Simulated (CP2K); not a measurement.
Consider ammonium dihydrate at its PBE geometry (Å).

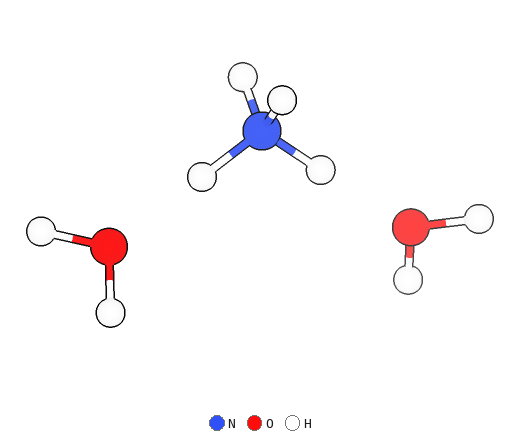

The molecule (nitrogen blue, oxygen red, hydrogen white).

```xyz
11

N     0.0362    0.9394    0.0902
O    -1.8456   -0.6046    1.2436
O     1.8075   -0.5154   -1.3398
H    -0.7116    0.3216    0.5241
H    -0.3990    1.6267   -0.5338
H     0.5281    1.4421    0.8368
H     0.7323    0.3575   -0.4624
H    -2.7936   -0.4018    1.3314
H    -1.7341   -1.4964    1.6171
H     1.6105   -1.2888   -1.8972
H     2.7693   -0.3803   -1.4101
```

Method: CP2K XAS_TDP, all-electron GAPW, PBEh(45%), aug-cc-pVDZ, TDA, no relativity.

Where do the O K-edge lines lie, and how strong are they?

Leading lines: O2 532.20 eV and O3 532.19 eV. The leading line of an atom is its first one with 35 % of the strongest within 2.5 eV of its lowest line over the strength cut. 

The first six lines of each atom with a strength over 0.0015:

```csv
atom,energy (eV),states,"strength, one atom"
"O2 (bonded to 2 H, takes 1 H bond)",530.76,1,0.0105
,532.20,1,0.0365
,532.58,1,0.0074
,533.64,1,0.0058
,533.97,1,0.0039
,534.48,1,0.0035
"O3 (bonded to 2 H, takes 1 H bond)",530.75,1,0.0105
,532.19,1,0.0365
,532.56,1,0.0074
,533.62,1,0.0057
,533.96,1,0.0039
,534.46,1,0.0036
```

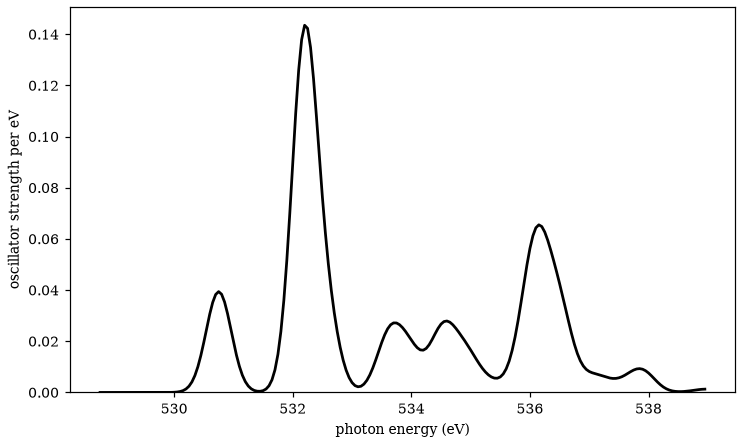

All atoms added, broadened by 0.5 eV.

Lines are vertical, at one geometry, with no vibrational structure. Without a correction of the core level, line positions, and the gaps between valence and Rydberg lines, follow the share of exact exchange. At this level such K lines come out 3 to 6 eV under measured ones. These values hold no scalar relativity, about 0.4 eV for O 1s. Rydberg lines, and the discretised continuum above threshold, depend on the basis and the box. This is one low-energy arrangement of the cluster, relaxed without a dispersion correction; others exist. The ion (charge +1) is isolated, with no counter-ion or solvent.

[Banner, clock and machine lines of the logs are left out without a mark of their own.]

[Logs are printed without paths, hosts, clocks, repeated set-up lines and the standing remarks that a program may print on its own settings, such as how far it seeks lower states.]

[Hosts, paths, dates, database ids (printed as entryN), source tags and the programs' standing remarks are cut or masked in the printed files.]
